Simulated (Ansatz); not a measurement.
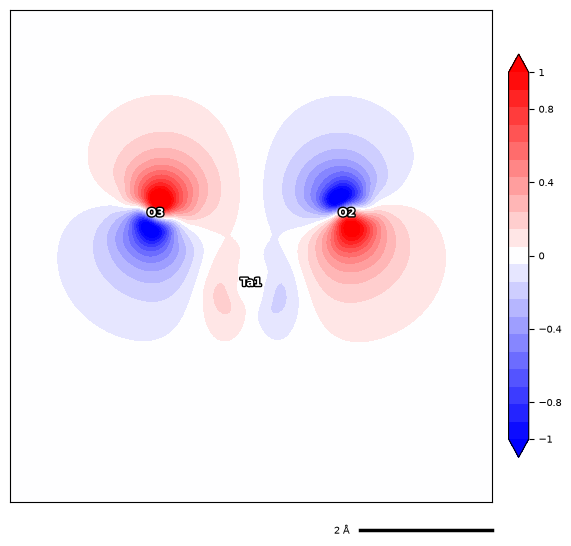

Figure. F2O2Ta (charge −1). The HOMO on the plane of atoms O2, Ta1 and O3 (values in Å⁻³ᐟ²; the overall sign is arbitrary).

Geometry: PBE-D4/def2-SVPD; core potentials replace the inner electrons of Ta; not at a stationary point (largest force 1.2 eV/Å).

Level of theory: RKS PBE0-D4/def2-TZVPD (Ansatz 0.2.0).

```xyz
5

Ta    0.0171   -0.0001    0.0120
O     0.0526   -0.0167    1.7991
O     1.7074    0.0091   -0.5696
F    -0.8922    1.6291   -0.6056
F    -0.8849   -1.6215   -0.6359
```

### Where does this orbital lie, and at what energy?

It lies mainly on O2 (about 45 %) and O3 (about 45 %); largely a combination of lone pairs on O2 and O3. Its energy is −2.83 eV.
